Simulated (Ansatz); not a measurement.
```xyz
16
Lattice="4.2123 0.0000 0.0000 0.0000 4.2123 0.0000 0.0000 0.0000 8.4409" Properties=species:S:1:pos:R:3 pbc="T T T"
Ti    0.0000    2.1061    2.1102
Ti    2.1061    0.0000    6.3307
Ti    2.1061    0.0000    2.1102
Ti    0.0000    2.1061    6.3307
Ti    0.0000    0.0000    4.2204
Ti    2.1061    2.1061    0.0000
Al    0.0000    0.0000    0.0000
Al    2.1061    2.1061    4.2204
N     0.0000    2.1061    0.0000
N     2.1061    0.0000    4.2204
N     2.1061    0.0000    0.0000
N     0.0000    2.1061    4.2204
N     0.0000    0.0000    1.9882
N     2.1061    2.1061    6.2086
N     0.0000    0.0000    6.4527
N     2.1061    2.1061    2.2323
```

Space group I4/mmm; a structure generated by program, which may or may not match a known phase; computed without spin polarisation.

All numbers below come from DFT PBE, scalar-relativistic, plane waves, PAW (Ansatz).

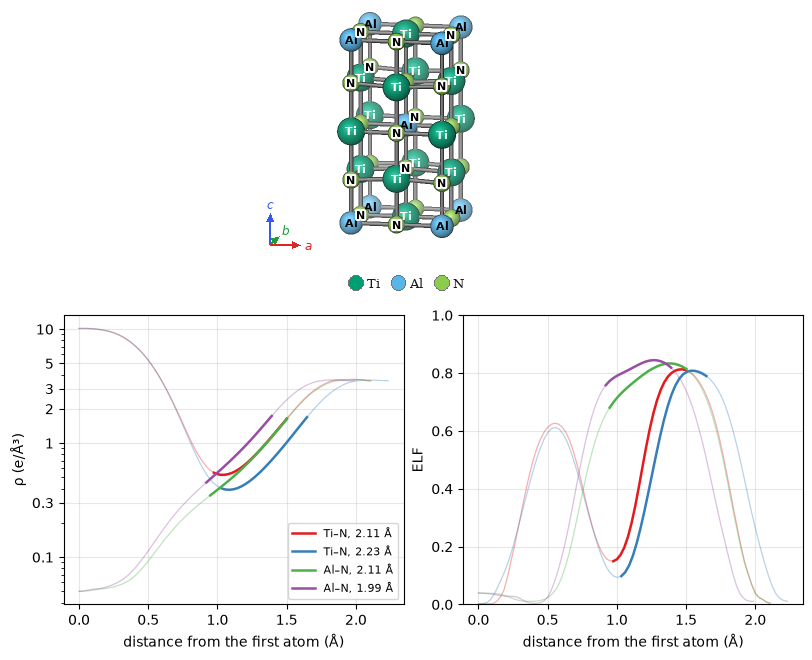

Ti3AlN4. Valence pseudo-density and ELF along straight lines between neighbouring atoms. Thin, pale parts lie inside the atomic spheres. The structure is drawn too.

In a PAW calculation such maps are meaningful between the atoms, not at the nuclei.

Question: What can be read from the curves?

Answer: Ti–N (2.11 Å): ρ is about 0.53 e/Å³ halfway; the ELF peaks at about 0.80 in the valence shell of N, 0.6 Å from its nucleus, and is about 0.20 at the midpoint (no localised pair shows between them).
Ti–N (2.23 Å): the density is about 0.39 e/Å³ at the midpoint; the ELF peaks at about 0.80 in the valence shell of N, 0.7 Å from its nucleus, and is about 0.15 at the midpoint: no localised pair shows between them.
Al–N (2.11 Å): ρ is about 0.44 e/Å³ halfway; the ELF peaks at about 0.85 in the valence shell of N, 0.7 Å from its nucleus, and is about 0.75 at the midpoint.
Al–N (1.99 Å): ρ is about 0.54 e/Å³ halfway; the ELF peaks at about 0.85 in the valence shell of N, 0.7 Å from its nucleus, and is about 0.80 at the midpoint.
